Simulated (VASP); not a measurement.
Band structure of Ca3CdO4 (space group Cmmm). Computed with LDA (Ceperley-Alder, Perdew-Zunger), VASP's LDA PAW potentials (set 64) (plane waves; VASP).

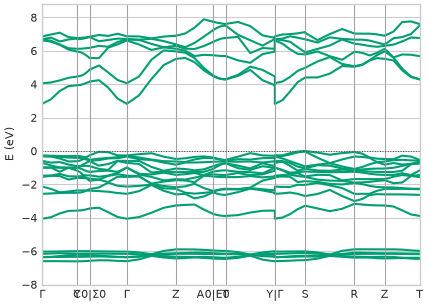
*Bands along high-symmetry lines, zero at the valence-band maximum or, without a gap, the Fermi level*

Question: Read the plot: is there a gap, and where are the band edges?

Answer: The gap is indirect, 2.83 eV, from the valence maximum at S to the conduction minimum at Γ.

The structure comes from a computed database's Ca3CdO4 entry (Cmmm); how it stands against other phases isn't given here. The cell was not relaxed at this level.
